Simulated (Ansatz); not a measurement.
SiH2F2: several calculations on one system

### Relaxation

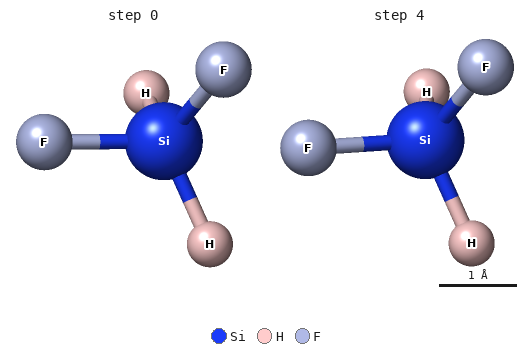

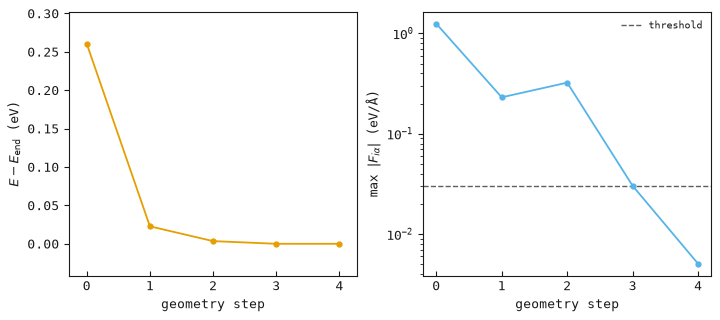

First and last geometry of a relaxation of SiH₂F₂, with the history of the run. Style: ball-and-stick. Shown at a tilt.

The run prepares an end point of a later path (reaction) calculation, from a guessed geometry.

These are results of RKS CAM-B3LYP/def2-SVP (Ansatz), not measurements.

Input
```yaml
crystal:
  periodic: [false, false, false]
  atoms:
    - { symbol: Si, position_ang: [0.152831, -0.023845, 0.176837] }
    - { symbol: H, position_ang: [0.371083, 0.038715, 1.606143] }
    - { symbol: F, position_ang: [1.716613, 0.004196, -0.100466] }
    - { symbol: F, position_ang: [-0.551002, 1.285363, -0.426508] }
    - { symbol: H, position_ang: [-0.507625, -1.198429, -0.419607] }
basis:
  gaussian: { orbitals: def2-SVP }
hamiltonian:
  xc: cam_b3lyp
relax:
  f_tol: 0.03
  max_steps: 50
```

Launched with:
```bash
ansatz run input.yaml --threads 1 --pin off --max-ram 2048MiB --backend cpu --events-out ev --progress --plain --runs-dir out
```

Question: Read the history and describe the run.

Answer: It converged. The atom that moves furthest after the best rigid fit is H2 (0.20 Å). By element the largest moves are H 0.20 Å, F 0.19 Å, Si 0.06 Å. Some distances before and after: Si1–H2 1.447 → 1.476 Å, Si1–F3 1.588 → 1.608 Å. Bond angles that change, for instance: H2–Si1–F3 91.3° → 108.6°, H2–Si1–H5 120.1° → 114.5°, H2–Si1–F4 113.7° → 108.6°. After 4 geometry steps the energy has fallen by 0.261 eV. Largest force component: 1.2 eV/Å at the start, 0.0051 eV/Å at the end.

### Relaxation

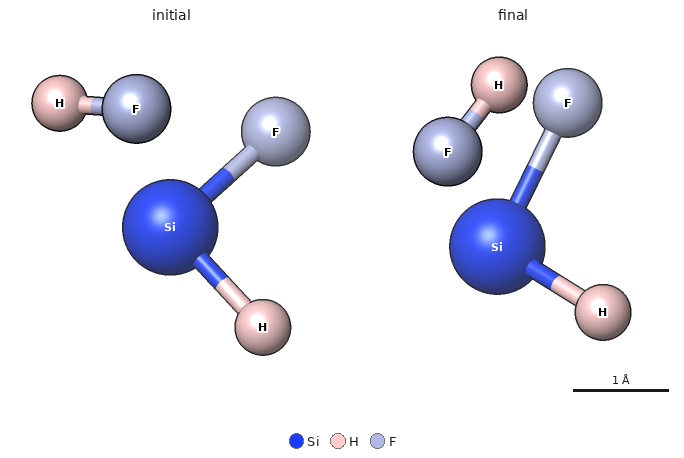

The structure of SiH$_{2}$F$_{2}$ before (left) and after (right) a relaxation, at one scale.

The picture is a ball-and-stick view, seen from a free direction.

The run prepares an end point of a later path (reaction) calculation, from a guessed geometry.

The calculation used RKS CAM-B3LYP/def2-SVP in Ansatz.

The input:
```yaml
crystal:
  periodic: [false, false, false]
  atoms:
    - { symbol: Si, position_ang: [-0.776462, -0.024553, 0.190762] }
    - { symbol: H, position_ang: [1.500272, 0.104005, 1.567035] }
    - { symbol: F, position_ang: [1.940459, -0.093693, 0.776629] }
    - { symbol: F, position_ang: [-0.79005, 1.250135, -0.827753] }
    - { symbol: H, position_ang: [-0.692319, -1.129894, -0.870273] }
basis:
  gaussian: { orbitals: def2-SVP }
hamiltonian:
  xc: cam_b3lyp
relax:
  f_tol: 0.03
  max_steps: 50
```

Launched with:
```bash
ansatz run input.yaml --threads 1 --pin off --max-ram 2048MiB --backend cpu --events-out ev --progress --plain --runs-dir out
```

### Summarise the run.

The atom that moves furthest after the best rigid fit is H2 (1.12 Å). Largest moves by element: H 1.12 Å, F 0.87 Å, Si 0.26 Å. Some distances before and after: Si1–F3 2.780 → 2.227 Å, Si1–F4 1.632 → 1.684 Å, H2–F3 0.926 → 0.946 Å. Over 23 accepted moves (26 points after the start) the energy falls by 6.91 kcal/mol. The largest force component goes from 0.26 to 0.013 eV/Å. The line search rejected the trial steps at points 4, 13, 16 of the run. The run took 37 s on 1 thread of Arm Neoverse V1, with other jobs on the host, peak memory 0.11 GiB.

Limits of the set-up: the start holds two separate molecules, 2.7 Å apart at their closest, whose relative position is a soft coordinate and is computed without a dispersion correction.

### Path

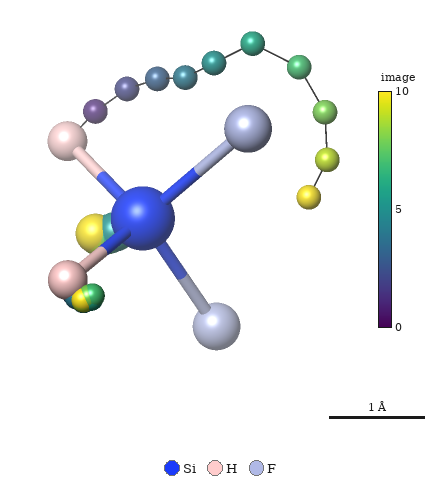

NEB run on SiH$_{2}$F$_{2}$. Images are numbered from 0 (start) to 10 (end). The start is drawn whole; smaller spheres mark the moving atoms (Si, H) in the later images, joined by lines and coloured by the number of the image. The picture is a ball-and-stick view, seen from a free direction.

All numbers below come from RKS CAM-B3LYP/def2-SVP (Ansatz). Run with 9 movable images; climbing image; force threshold 0.03 eV/Å; iteration limit 60; starting path through a guess of the saddle point.

Question: Describe the path and its energy.

Answer: Breaking: F–Si (1.61 → 2.23 Å), H–Si (1.48 → 2.33 Å). Forming: F–H (2.51 → 0.95 Å). The highest point, image 4, lies 3.82 eV above the start and 0.68 eV above the end; the end is at +3.15 eV relative to the start. The band converged in 13 iterations. The largest component of the band force went from 18 to 0.017 eV/Å. The climbing image converged on the top of the path. Its vibrational analysis gives one imaginary mode (1277i cm⁻¹), as a transition state must have.

The run took 2.6 min on 1 thread of Arm Neoverse V1, with other jobs on the host, peak memory 0.11 GiB.
